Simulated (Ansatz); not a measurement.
C: response to strain

The reference is C in the diamond structure (space group Fd-3m, No. 227; a = 3.5603 Å). Axes: x, y, z lie along the cube axes.

Strains are applied to the cell and any free atomic positions relax; under biaxial strain the out-of-plane vector relaxes too.

All numbers come from r2SCAN, PAW, 500 eV (Ansatz, a first-principles code; no spin-orbit coupling).

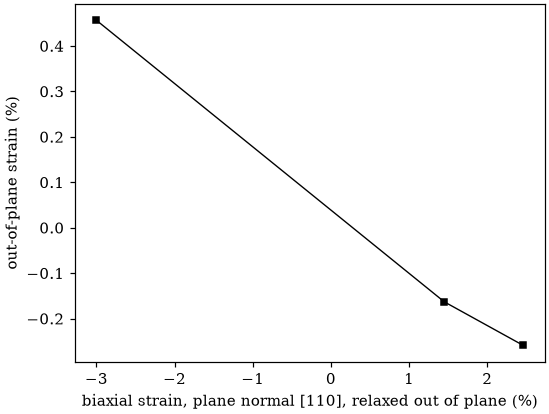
*Out-of-plane strain against biaxial strain, plane normal [110], relaxed out of plane*

| biaxial strain, plane normal [110], relaxed out of plane (%) | out-of-plane strain |
|---|---|
| -3 | +0.46 % |
| 1.45 | -0.16 % |
| 2.46 | -0.26 % |

A biaxial case was relaxed in a doubled cell and then solved in the primitive one. Whether these cells are dynamically stable was not tested.
